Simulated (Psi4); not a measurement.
**SiH2Cl2 (dichlorosilane (DCS)) at MP3/6-311+G(d,p)**

Aim: the vertical electron affinity of SiH2Cl2 (dichlorosilane (DCS)) at MP3/6-311+G**, from 2 runs. 

The calculation is run with Psi4 1.11.

1 further run of the same task is left out (set aside as unsound or not needed).

### 1 The molecule

SiH2Cl2: 5 atoms, total charge 0, spin state singlet. As SMILES, `Cl[SiH2]Cl`. The coordinates come from a PBE0-D4/def2-TZVP relaxation.

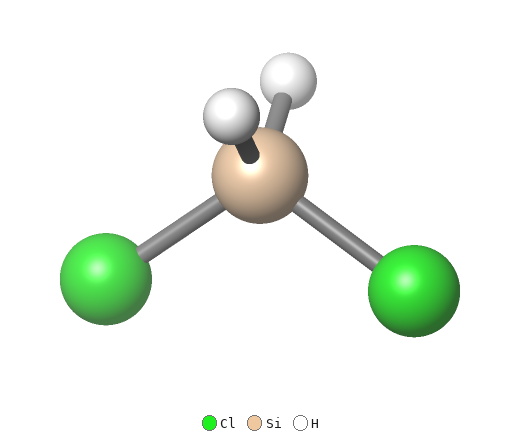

The structure, seen from a chosen angle (chlorine green, silicon light orange, hydrogen white).

### 2 The energy at MP3/6-311+G(d,p)

File cl2h2si.xyz:

```xyz
5
Cl2H2Si
Cl    -1.036100    -0.393400     1.609300
Si     0.136800    -0.071700    -0.028900
Cl    -0.799200     1.196800    -1.324000
H      0.352000    -1.362200    -0.711200
H      1.396500     0.556600     0.413400
```

File run_ase.py:

```python
import numpy as np
from ase.calculators.psi4 import Psi4
from ase.io import read

atoms = read('cl2h2si.xyz')
calc = Psi4(atoms=atoms, method='mp3', basis='6-311+G**', memory='1600MB', num_threads=1, charge=0, multiplicity=1, label='cl2h2si')
calc.psi4.set_options({'puream': True, 'e_convergence': 1e-09, 'd_convergence': 1e-08, 'scf_type': 'pk', 'num_frozen_docc': 15, 'mp_type': 'conv'})
atoms.calc = calc

print(f'energy: {atoms.get_potential_energy():.6f} eV')
```

On the command line:

```
$ python run_ase.py
```

cl2h2si.dat:

```text
[...]
  Running in c1 symmetry.
[...]
  Nuclear repulsion =  191.963420987880852
[...]
  Multiplicity = 1
[...]
  Nalpha       = 25
  Nbeta        = 25
[...]
    Number of basis functions: 102
[...]
   @RHF iter   1: -1209.18555568007332   -2.56811e-01   2.43376e-03 ADIIS/DIIS
[...]
   @RHF iter  10: -1209.21628778268746   -1.81899e-12   2.16866e-09 DIIS
[...]
    Orbital Energies [Eh]
    ---------------------
    Doubly Occupied:
       1A   -104.844586     2A   -104.844581     3A    -68.876153
       4A    -10.572539     5A    -10.572532     6A     -8.040592
       7A     -8.040585     8A     -8.038102     9A     -8.038095
      10A     -8.038039    11A     -8.038032    12A     -6.216775
      13A     -4.324722    14A     -4.323727    15A     -4.322680
      16A     -1.133592    17A     -1.104139    18A     -0.738235
      19A     -0.570182    20A     -0.564269    21A     -0.562199
      22A     -0.486357    23A     -0.484674    24A     -0.469759
      25A     -0.458787
[...]
  @RHF Final Energy: -1209.21628778268746
   => Energetics <=
    Nuclear Repulsion Energy =            191.9634209878808520
    One-Electron Energy =               -2054.9515532330824499
    Two-Electron Energy =                 653.7718444625141956
    Total Energy =                      -1209.2162877826872318
[...]
 Multipole Moments:
 ------------------------------------------------------------------------------------
     Multipole            Electronic (a.u.)      Nuclear  (a.u.)        Total (a.u.)
 ------------------------------------------------------------------------------------
 L = 1.  Multiply by 2.5417464519 to convert [e a0] to [Debye]
 Dipole X            :         -2.7190063            3.3608640            0.6418577
 Dipole Y            :          1.2208204           -1.5089095           -0.2880892
 Dipole Z            :          0.4423275           -0.5468273           -0.1044997
 Magnitude           :                                                    0.7112643
[...]
	SCS-MP2 Total Energy (a.u.)        : -1209.58254805803040
	SOS-MP2 Total Energy (a.u.)        : -1209.58085531941879
[...]
	SOS-PI-MP2 Total Energy (a.u.)     : -1209.60889897609059
[...]
	MP2 Total Energy (a.u.)            : -1209.58593353525384
[...]
	SCS-MP3 Total Energy (a.u.)        : -1209.59126314607920
[...]
	MP3 Total Energy (a.u.)            : -1209.62079388744928
[...]
```

On the terminal:

```text
energy: -32915.458366 eV
```

Run time: 9 s. Hardware: 1 thread of Intel Xeon 6975P-C (Granite Rapids), shared host; peak memory 0.83 GiB.

### 3 The doublet anion, same level

cl2h2si.xyz is that of step 2.

File cl2h2si.py:

```python
import psi4

psi4.set_memory('1600 MB')
psi4.set_num_threads(1)
psi4.set_output_file('psi4.out', False)

with open('cl2h2si.xyz') as f:
    atoms = ''.join(f.readlines()[2:])
m = psi4.geometry('-1 2\n' + atoms + 'symmetry c1')

options = {'basis': '6-311+G**', 'reference': 'uhf', 'puream': True, 'e_convergence': 1e-09, 'd_convergence': 1e-08, 'scf_type': 'pk', 'num_frozen_docc': 15, 'maxiter': 200, 'mp_type': 'conv'}
psi4.set_options(options)

e_tot, wfn = psi4.energy('mp3', molecule=m, return_wfn=True)
print('E =', round(e_tot, 9))
```

On the command line:

```
$ python cl2h2si.py
```

psi4.out:

```text
[...]
  Running in c1 symmetry.
[...]
  Nuclear repulsion =  191.963420987880852
[...]
  Multiplicity = 2
[...]
  Nalpha       = 26
  Nbeta        = 25
[...]
    Number of basis functions: 102
[...]
   @UHF iter   1: -1209.08808396855716   -1.59339e-01   2.75338e-03 DIIS/ADIIS
[...]
   @UHF iter  25: -1209.15544618128706   -4.63842e-11   7.92707e-09 DIIS
[...]
   @S^2 Observed:                7.512260092E-01
[...]
    Orbital Energies [Eh]
    ---------------------
    Alpha Occupied:
       1A   -104.698130     2A   -104.698115     3A    -68.720259
       4A    -10.426925     5A    -10.426908     6A     -7.894589
       7A     -7.894571     8A     -7.892413     9A     -7.892396
      10A     -7.892144    11A     -7.892126    12A     -6.060634
      13A     -4.169201    14A     -4.167566    15A     -4.166500
      16A     -0.989956    17A     -0.961225    18A     -0.587095
      19A     -0.419327    20A     -0.418000    21A     -0.416342
      22A     -0.342671    23A     -0.342409    24A     -0.327842
      25A     -0.309071    26A      0.058143
    Alpha Virtual:
[...]
  @UHF Final Energy: -1209.15544618128706
   => Energetics <=
    Nuclear Repulsion Energy =            191.9634209878808520
    One-Electron Energy =               -2062.3119092673032355
    Two-Electron Energy =                 661.1930420981352654
    Total Energy =                      -1209.1554461812870613
  UHF NO Occupations:
  HONO-2 :   24  A 1.9998724
  HONO-1 :   25  A 1.9996477
[...]
 Multipole Moments:
 ------------------------------------------------------------------------------------
     Multipole            Electronic (a.u.)      Nuclear  (a.u.)        Total (a.u.)
 ------------------------------------------------------------------------------------
 L = 1.  Multiply by 2.5417464519 to convert [e a0] to [Debye]
 Dipole X            :         -5.1254014            3.3608640           -1.7645374
 Dipole Y            :          2.3018470           -1.5089095            0.7929375
 Dipole Z            :          0.8326753           -0.5468273            0.2858480
 Magnitude           :                                                    1.9555182
[...]
	SCS-MP2 Total Energy (a.u.)        : -1209.52878782412108
	SOS-MP2 Total Energy (a.u.)        : -1209.52590264086757
[...]
	SOS-PI-MP2 Total Energy (a.u.)     : -1209.55439929160434
[...]
	MP2 Total Energy (a.u.)            : -1209.53455819062810
[...]
	SCS-MP3 Total Energy (a.u.)        : -1209.53743987938287
[...]
	MP3 Total Energy (a.u.)            : -1209.56916641167481
[...]
```

The script printed:

```text
E = -1209.569166412
```

It took 20 s on 1 thread of Intel Xeon 6975P-C (Granite Rapids), shared host; peak memory 0.83 GiB.

### 4 Summary of results

At MP3/6-311+G**, 15 core orbitals frozen:

| quantity | value |
| --- | --- |
| singlet SiH2Cl2: total energy | -1209.62079 Eh |
| singlet SiH2Cl2: HOMO energy (Hartree–Fock orbitals) | -12.48 eV |
| singlet SiH2Cl2: LUMO energy (Hartree–Fock orbitals) | 1.51 eV |
| singlet SiH2Cl2: HOMO–LUMO gap (Hartree–Fock orbitals) | 14.00 eV |
| singlet SiH2Cl2: correlation energy (15 core orbitals frozen) | -404.5 mEh |
| doublet anion: total energy | -1209.56917 Eh |
| doublet anion: HOMO energy (Hartree–Fock orbitals) (highest over α and β) | 1.58 eV |
| doublet anion: LUMO energy (Hartree–Fock orbitals) (lowest over α and β) | 4.33 eV |
| doublet anion: correlation energy (15 core orbitals frozen) | -413.7 mEh |
| doublet anion: ⟨S²⟩ of the reference determinant | 0.751 |
| vertical electron affinity (to the doublet anion) | -1.405 eV |

The anion lies 1.40 eV (136 kJ/mol) above the neutral: the electron isn't bound at this level, and such a value depends on the basis. The HOMO (doublet anion) lies at positive energy, 1.58 eV: the electron is unbound at this level or held by a compact basis; values depend on the basis.
